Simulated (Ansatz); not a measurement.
## Fields on a plane of SiO2 (rutile)

```
CELL_PARAMETERS angstrom
      4.23588     0.00000     0.00000
      0.00000     4.23588     0.00000
      0.00000     0.00000     2.68991
ATOMIC_POSITIONS crystal
  Si 0.50000 0.50000 0.50000
  Si 0.00000 0.00000 0.00000
  O  0.80699 0.80699 0.50000
  O  0.30699 0.69301 0.00000
  O  0.69301 0.30699 0.00000
  O  0.19301 0.19301 0.50000
```

The slice is a (010) plane (indices of the conventional cell) through the point (0.693, 0.307, 0.000) (fractional), spanned by u = [001] and v = [100] in vectors of this cell: u (2.69 Å) and v (4.24 Å, at 90° to u). It covers one period; positions are fractions (u, v).

Atoms on it: O at (0.00, 0.00). Other atoms lie within 1 Å of the plane.

Method: PBE (plane waves to 420 eV, PAW, scalar-relativistic; Ansatz, a first-principles code). k mesh 8×8×12. Inside the PAW spheres the values are not all-electron values, and peaks at nuclei hang on which shells count as valence. SiO2 was relaxed with its symmetry unable to fall. The PAW data are Ansatz's earlier set.

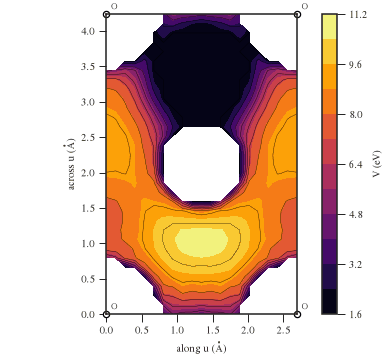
Figure. Electrostatic potential energy of an electron, from the cell's mean, in eV, one period of the plane, atoms marked. Points within 0.7 Å of a nucleus are left white, as the pseudised field means little there. Values under 2 eV are set to 2. The zero, the cell's mean, hangs on the PAW cores.

```
|@@@@##++::..    ..........    ..::++##@@|
|####++--..      ..::::::..      ..--++##|
|++==--..      ..::::::::::..      ..--==|
|::::..        ..::------::..        ..::|
|            ..::----==----::..          |
|          ..::----======----::..        |
|        ....::--==========--::....      |
|        ..::::----======----::::..      |
|        ....::::----------::::....      |
|        ....::::::::::::::::::....      |
|        ..........................      |
|          ......          ......        |
|          ......          ......        |
|          ..........  ..........        |
|          ....::::::..::::::....        |
|            ..::::::::::::::..          |
|            ..::::::::::::::..          |
|              ....::::::....            |
|                ..........              |
|                                        |
|                                        |
|                                        |
|                                        |
|                                        |
|                                        |
|                                        |
|                                        |
|..::::....                      ....::::|
|======--::..                  ..::--====|
|**##**++--..                  ..--++**##|
|@@@@%%**==..                  ..==**%%@@|
|@@@@@@**--..      ......      ..--**@@@@|
```
Scale: ten equal steps from 0.002 (start of ' ') to 0.260 (end of '@'), in the order ' .:-=+*#%@'. Values: density of the lowest conduction band (whole band as if filled, smooth part) in e/Å³. The map has 20 points along u (two characters each, u = 0 at the left) and 32 along v (v = 0 in the bottom row).
